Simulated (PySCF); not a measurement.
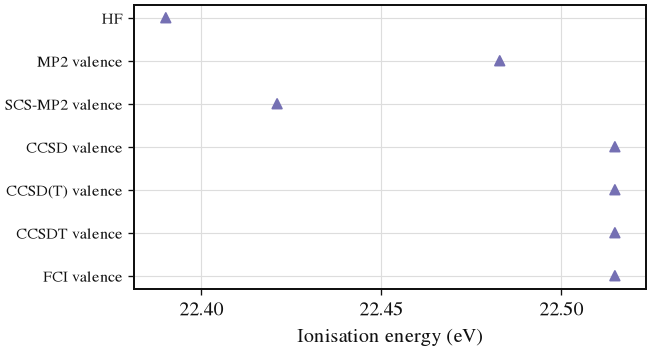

The ionisation energy of an atom or ion with 38 electrons in the configuration [Kr] 4d² by several methods. PySCF, aug-cc-pwCVDZ-PP with a 28-electron core potential, unrestricted single determinants, no spin-orbit coupling. Methods marked “valence” freeze 8 core electrons.

**Which atom or ion is it?**

Zr²⁺ (zirconium, Z = 40). The values run from 22.390 eV (HF) to 22.515 eV (CCSD valence, CCSD(T) valence, CCSDT valence and FCI valence). The NIST semi-empirical value is 23.170 ± 0.004 eV, off the plot; all methods lie below it by about 0.69 eV, far more than they differ, so the miss comes from what they share: spin-orbit coupling is left out, as are Breit and QED terms.

Caveat: spin-orbit shift not estimated.
